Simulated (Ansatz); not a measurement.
AlN2H7O: several calculations on one system

## 1. Relaxation

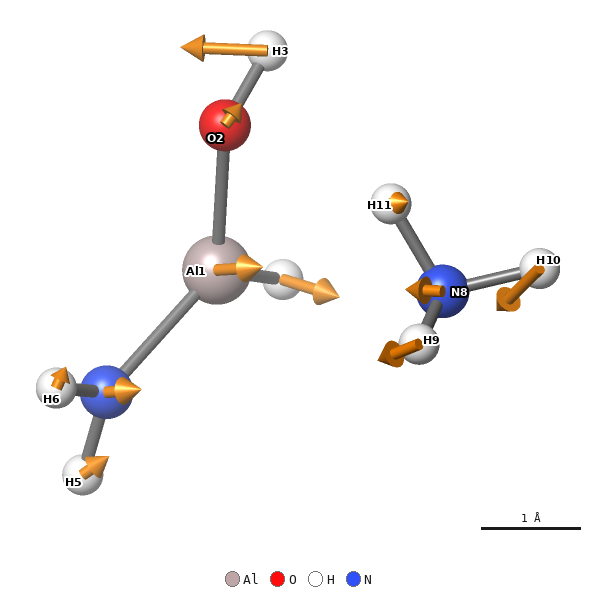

A relaxation of AlN2H7O. The starting structure is drawn; orange arrows show the displacements, at their true length. The two geometries are superimposed by the best rigid fit.

Style: ball-and-stick. Shown at a tilt.

The run prepares an end point of a later path (reaction) calculation, from a guessed geometry.

The calculation used RKS PBE0-D4/cc-pVDZ in Ansatz.

Input
```yaml
crystal:
  periodic: [false, false, false]
  atoms:
    - { symbol: Al, position_ang: [0.060241, -0.311794, -0.063404] }
    - { symbol: O, position_ang: [0.032621, -0.256358, 1.705225] }
    - { symbol: H, position_ang: [-0.812367, -0.435342, 2.131372] }
    - { symbol: "N", position_ang: [1.682872, -0.357456, -0.79931] }
    - { symbol: H, position_ang: [1.855725, -0.51281, -1.788981] }
    - { symbol: H, position_ang: [2.559222, -0.271174, -0.295742] }
    - { symbol: H, position_ang: [-1.25157, -0.567101, -0.911856] }
    - { symbol: "N", position_ang: [-0.080838, 2.633625, 0.905945] }
    - { symbol: H, position_ang: [0.819229, 3.11584, 0.902477] }
    - { symbol: H, position_ang: [-0.778995, 3.333089, 1.160419] }
    - { symbol: H, position_ang: [-0.03364, 1.954982, 1.693154] }
basis:
  gaussian: { orbitals: cc-pVDZ }
hamiltonian:
  xc: pbe0
  dispersion: d4
relax:
  f_tol: 0.03
  max_steps: 50
```

Run as
```bash
ansatz run input.yaml --threads 2 --pin off --max-ram 3072MiB --backend cpu --events-out ev --progress --plain --runs-dir out
```

Which element moves most?

Answer. Hydrogen: up to 0.90 Å, against 0.61 Å for aluminium.

What happened in the run?

Answer. Over 14 accepted moves (15 points after the start) the energy falls by 82.6 kJ/mol. Largest force component: 0.78 eV/Å at the start, 0.011 eV/Å at the end. The line search rejected the trial step at point 9 of the run. The largest moves after the best rigid fit, 0.90 Å, are those of H3 and H10. Largest moves by element: H 0.90 Å, Al 0.61 Å, N 0.46 Å, O 0.29 Å. Among the contacts that change: Al1–N8 3.104 → 2.063 Å, Al1–N4 1.782 → 1.824 Å, Al1–H7 1.583 → 1.607 Å, N8–H11 1.040 → 1.023 Å. New bonds form, among them: Al1–N8 (3.10 → 2.06 Å). Bond angles that change, for instance: N4–Al1–H7 121.9° → 115.2°, Al1–N4–H5 124.1° → 120.0°, Al1–N4–H6 125.4° → 121.5°. Groups turn about Al1–O2 by about 80°.

Limits of the set-up: the start holds two separate molecules, 2.2 Å apart at their closest, whose relative position is a soft coordinate.

## 2. Relaxation

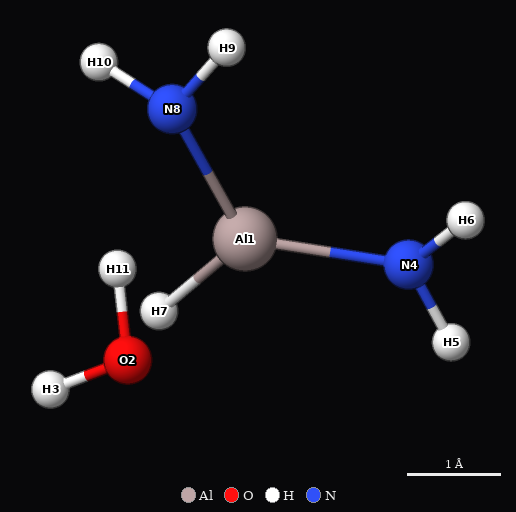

Starting structure of AlN2H7O. A ball-and-stick model, seen at a tilt.

The run prepares an end point of a later path (reaction) calculation, from a guessed geometry.

The calculation used RKS PBE0-D4/cc-pVDZ (Ansatz).

Input file:
```yaml
crystal:
  periodic: [false, false, false]
  atoms:
    - { symbol: Al, position_ang: [0.122016, 0.621173, -0.398768] }
    - { symbol: O, position_ang: [-0.04951, -0.171548, 2.455482] }
    - { symbol: H, position_ang: [-0.99031, -0.369911, 2.547307] }
    - { symbol: "N", position_ang: [1.696465, 0.045189, -1.015736] }
    - { symbol: H, position_ang: [1.844379, -0.892111, -1.373189] }
    - { symbol: H, position_ang: [2.590338, 0.47087, -0.795863] }
    - { symbol: H, position_ang: [-1.25492, -0.080924, -0.760801] }
    - { symbol: "N", position_ang: [0.047163, 2.236438, 0.567026] }
    - { symbol: H, position_ang: [0.868862, 2.830798, 0.634359] }
    - { symbol: H, position_ang: [-0.773551, 2.829715, 0.474033] }
    - { symbol: H, position_ang: [-0.048432, 0.805812, 2.305452] }
basis:
  gaussian: { orbitals: cc-pVDZ }
hamiltonian:
  xc: pbe0
  dispersion: d4
relax:
  f_tol: 0.03
  max_steps: 50
```

Launched with:
```bash
ansatz run input.yaml --threads 2 --pin off --max-ram 3072MiB --backend cpu --events-out ev --progress --plain --runs-dir out
```

### What does the optimiser find from here?

The energy falls by 0.488 eV in 9 geometry steps. The largest force component goes from 1.1 to 0.013 eV/Å. The atom that moves furthest after the best rigid fit is O2 (0.55 Å). Largest moves by element: O 0.55 Å, H 0.38 Å, Al 0.35 Å, N 0.17 Å. Some distances before and after: Al1–O2 2.967 → 2.067 Å, Al1–H11 2.716 → 2.149 Å, O2–H11 0.989 → 1.012 Å, Al1–N4 1.786 → 1.801 Å. New bonds form, among them: Al1–O2 (2.97 → 2.07 Å). Bond angles that change, for instance: H3–O2–H11 102.6° → 107.2°, N4–Al1–H7 122.9° → 119.5°, H9–N8–H10 108.5° → 106.0°.

History of the run:

| step | E − E(0), eV | largest force component, eV/Å |
| --- | --- | --- |
| 0 | 0.0000 | 1.0915 |
| 1 | -0.1715 | 0.7915 |
| 2 | -0.3506 | 1.0989 |
| 3 | -0.4460 | 0.7450 |
| 4 | -0.4784 | 0.3144 |
| 5 | -0.4832 | 0.1825 |
| 6 | -0.4869 | 0.0641 |
| 7 | -0.4873 | 0.0451 |
| 8 | -0.4875 | 0.0534 |
| 9 | -0.4878 | 0.0126 |

Final geometry:

```xyz
11

Al    0.0888    0.5102   -0.0658
O     0.0447   -0.0248    1.9307
H    -0.7882   -0.4143    2.2297
N     1.6313    0.0235   -0.8577
H     1.7591   -0.8794   -1.3022
H     2.5418    0.4063   -0.6263
H    -1.2938   -0.0998   -0.5902
N     0.0335    2.2116    0.7310
H     0.8508    2.8155    0.6465
H    -0.7724    2.7983    0.5163
H    -0.0431    0.9783    2.0275
```

The end point in the same view:

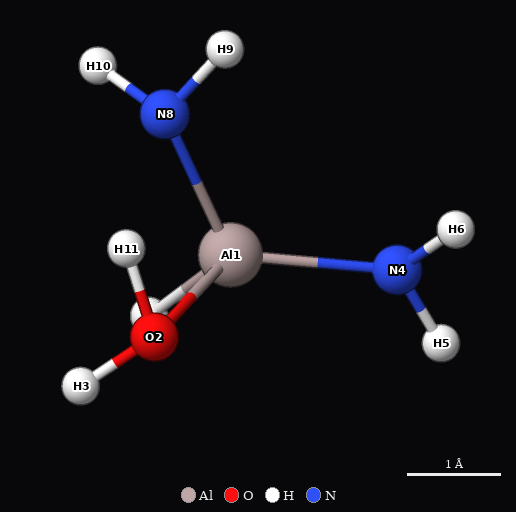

Limits of the set-up: the start holds two separate molecules, 2.3 Å apart at their closest, whose relative position is a soft coordinate.

## 3. Path

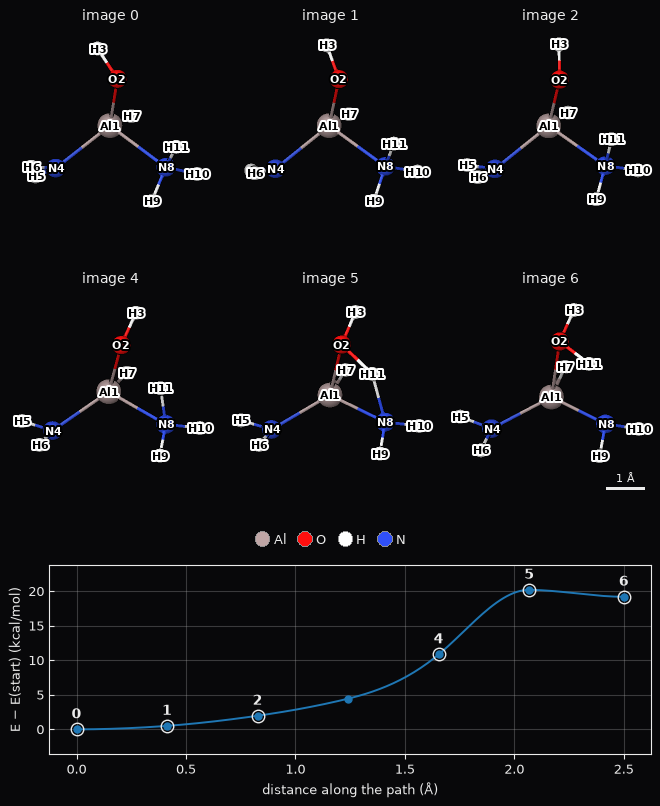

NEB run on AlN2H7O. Images are numbered from 0 (start) to 6 (end). A ball-and-stick model, seen at a tilt.

Method: RKS PBE0-D4/cc-pVDZ (Ansatz). Settings: 5 movable images; climbing image; force threshold 0.05 eV/Å; iteration limit 60; starting path through a guess of the saddle point.

Read off the barrier and say what moves.

Answer. A hydrogen atom shifts from one atom to another. Breaking: N8–H11 (1.02 → 1.43 at the top → 1.79 Å). Forming: O2–H11 (2.43 → 1.13 at the top → 1.01 Å). The energy climbs by 20.2 kcal/mol to image 5 and then falls by 1.0 kcal/mol, so the end point sits at +19.2 kcal/mol. The band converged in 18 iterations. The largest component of the band force went from 29 to 0.042 eV/Å. The climbing image converged on the top of the path. Its vibrational analysis gives one imaginary mode (647i cm⁻¹), as a transition state must have.
